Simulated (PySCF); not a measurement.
# CCSD(T)/ANO-RCC-VDZP (sfX2C) run of AlH5S (SMILES [H][Al]([H])([H])<-[SH2])

What is the vertical ionisation energy of AlH5S at CCSD(T)/ANO-RCC-VDZP (sfX2C)? Input form: a Python script.

Program for the calculation: PySCF 2.14.0.

## 1. The molecule

The species is AlH5S (7 atoms), meant as a singlet with charge 0. SMILES: `[H][Al]([H])([H])<-[SH2]`. Geometry: a GFN2-xTB relaxation, a rough one for these elements and not checked as a minimum.

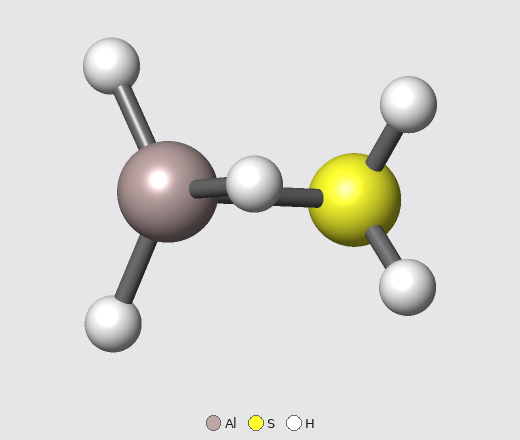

The structure, seen from a chosen angle (aluminium light grey, sulfur yellow, hydrogen white).

## 2. The energy at CCSD(T)/ANO-RCC-VDZP (sfX2C)

job.py reads:

```python
from pyscf import gto, cc

molecule = gto.Mole()
molecule.atom = [
    ('Al', (0.129800, -0.221970, -1.011590)),
    ('S', (0.151830, -0.251940, 1.458910)),
    ('H', (0.512600, 1.030130, 1.485280)),
    ('H', (-1.145480, 0.049310, 1.476400)),
    ('H', (1.682150, -0.187190, -1.188640)),
    ('H', (-0.666140, 1.139260, -1.046260)),
    ('H', (-0.664760, -1.557600, -1.174090)),
]
molecule.verbose = 3
molecule.max_memory = 1860
molecule.basis = 'ano-rcc-vdzp'
molecule.charge = 0
molecule.spin = 0
molecule.build()

myscf = molecule.RHF()
myscf = myscf.x2c()
myscf.conv_tol = 1e-10
myscf.kernel()
if not myscf.converged:
    myscf = myscf.newton().run(myscf.mo_coeff, myscf.mo_occ)

mycc = cc.CCSD(myscf, frozen=10)
mycc.kernel()
e_t = mycc.ccsd_t()
e_tot = mycc.e_tot + e_t
print('E = %.10f Eh' % e_tot)
```

On the command line:

```bash
$ OMP_NUM_THREADS=1 python job.py
```

The log of the run:

```text
converged SCF energy = -643.875524232202
E(CCSD) = -644.1502447843733  E_corr = -0.2747205521717039
CCSD(T) correction = -0.00618192074181378
E = -644.1564267051 Eh
```

Wall time 8.1 s (1 thread of Arm Neoverse V1, shared host); peak memory 0.18 GiB.

## 3. The doublet cation, same level

job.py reads:

```python
from pyscf import gto, scf, cc

mol = gto.M(
    atom='''
Al   0.129800  -0.221970  -1.011590
S    0.151830  -0.251940   1.458910
H    0.512600   1.030130   1.485280
H   -1.145480   0.049310   1.476400
H    1.682150  -0.187190  -1.188640
H   -0.666140   1.139260  -1.046260
H   -0.664760  -1.557600  -1.174090
''',
    basis='ano-rcc-vdzp',
    max_memory=1860,
    spin=1,
    verbose=3,
    charge=1,
)

myscf = scf.UHF(mol)
myscf = myscf.x2c()
myscf.conv_tol = 1e-10
myscf.kernel()
if not myscf.converged:
    myscf = myscf.newton().run(myscf.mo_coeff, myscf.mo_occ)

mycc = cc.CCSD(myscf, frozen=10)
mycc.kernel()
e_t = mycc.ccsd_t()
e_final = mycc.e_tot + e_t
print('Final energy', e_final)
```

On the command line:

```bash
$ OMP_NUM_THREADS=1 python job.py
```

The log of the run:

```text
converged SCF energy = -643.513758528805  <S^2> = 0.76626262  2S+1 = 2.016197
E(UCCSD) = -643.7650057127972  E_corr = -0.251247183992158
UCCSD(T) correction = -0.00694186453354256
Final energy -643.7719475773308
```

Wall time 19 s (1 thread of Arm Neoverse V1, shared host); peak memory 0.41 GiB.

## 4. Outcome

At CCSD(T)/ANO-RCC-VDZP (sfX2C), 10 core orbitals frozen:

| quantity | value |
| --- | --- |
| singlet AlH5S: total energy | -644.15643 Eh |
| singlet AlH5S: dipole moment (Hartree–Fock density) | 3.32 D |
| singlet AlH5S: HOMO energy (Hartree–Fock orbitals) | -11.06 eV |
| singlet AlH5S: LUMO energy (Hartree–Fock orbitals) | 1.73 eV |
| singlet AlH5S: HOMO–LUMO gap (Hartree–Fock orbitals) | 12.79 eV |
| singlet AlH5S: correlation energy (10 core orbitals frozen) | -280.9 mEh |
| singlet AlH5S: (T) correction | -6.18 mEh |
| singlet AlH5S: T1 diagnostic | 0.009 |
| doublet cation: total energy | -643.77195 Eh |
| doublet cation: HOMO energy (Hartree–Fock orbitals) (highest over α and β) | -16.62 eV |
| doublet cation: LUMO energy (Hartree–Fock orbitals) (lowest over α and β) | -8.74 eV |
| doublet cation: correlation energy (10 core orbitals frozen) | -258.2 mEh |
| doublet cation: (T) correction | -6.94 mEh |
| doublet cation: ⟨S²⟩ of the reference determinant | 0.766 |
| doublet cation: T1 diagnostic | 0.028 |
| vertical ionisation energy (to the doublet cation) | 10.462 eV |

The vertical ionisation energy comes to 10.46 eV (1009 kJ/mol). Mulliken charges (singlet AlH5S) of the mean-field density run from -0.13 on H6 to +0.13 on S2. The triples (singlet AlH5S) make up 2.2 % of the correlation energy. The triples (doublet cation) make up 2.7 % of the correlation energy.
